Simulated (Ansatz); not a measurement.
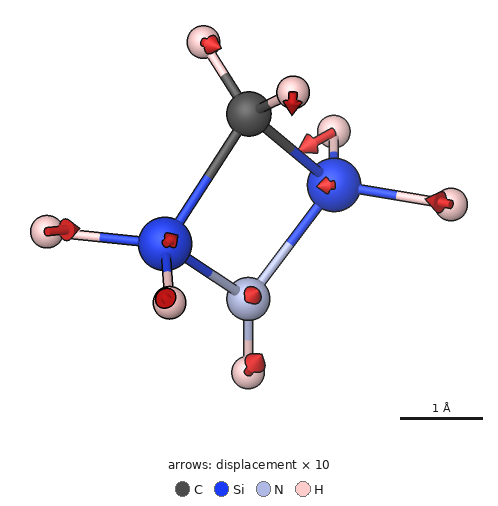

A relaxation of CH$_{7}$NSi$_{2}$. The starting structure is drawn; red arrows show the displacements, 10 times their true length. The two geometries are superimposed by the best rigid fit.

The picture is a ball-and-stick view, seen from a free direction.

The start comes from PBE-D4/def2-SVP.

Level of theory: RKS PBE0-D4/def2-TZVP in Ansatz. Settings: force threshold 0.005 eV/Å; at most 150 steps.

Describe the change and its energy.

Answer. Over 6 geometry steps the energy falls by 0.066 eV. The largest force component goes from 0.66 to 0.0015 eV/Å. The largest moves after the best rigid fit, 0.057 Å, are those of H atoms. Largest moves by element: H 0.057 Å, N 0.031 Å, Si 0.025 Å, C 0.007 Å. Near-neighbour distances that change, for instance: N–Si 1.764 → 1.733 Å, C–Si 1.907 → 1.885 Å, H–Si 1.510 → 1.491 Å, C–H 1.108 → 1.090 Å. Cost: 37 s on 2 threads of Arm Neoverse V2, on a shared host.
